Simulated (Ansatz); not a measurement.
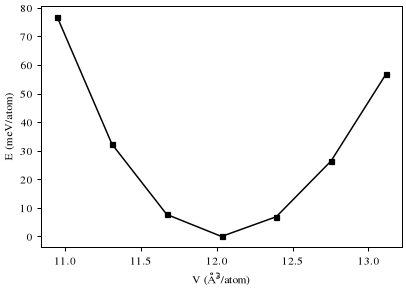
HfC (CsCl type, space group No. 221) under volume change, r²SCAN in the plane-wave PAW code Ansatz, scaled uniformly.

### Question
What does a third-order Birch–Murnaghan fit give for V₀, B₀ and B′?

### Answer
V₀ = 12.03 Å³/atom, B₀ = 216 GPa, B′ = 4.1.

Space group Pm-3m (CsCl type). The cell is a constructed one: a structure type filled with these elements; neither database checked (COD, Materials Project) lists it. It is not the phase usual at ambient conditions (space group No. 225). Symmetry was held in the r²SCAN relaxation. At this level the phase is mechanically unstable. No spin polarisation was allowed. Spin–orbit coupling is left out wherever it is not named.

Potentials: the later of the program's two PAW sets.
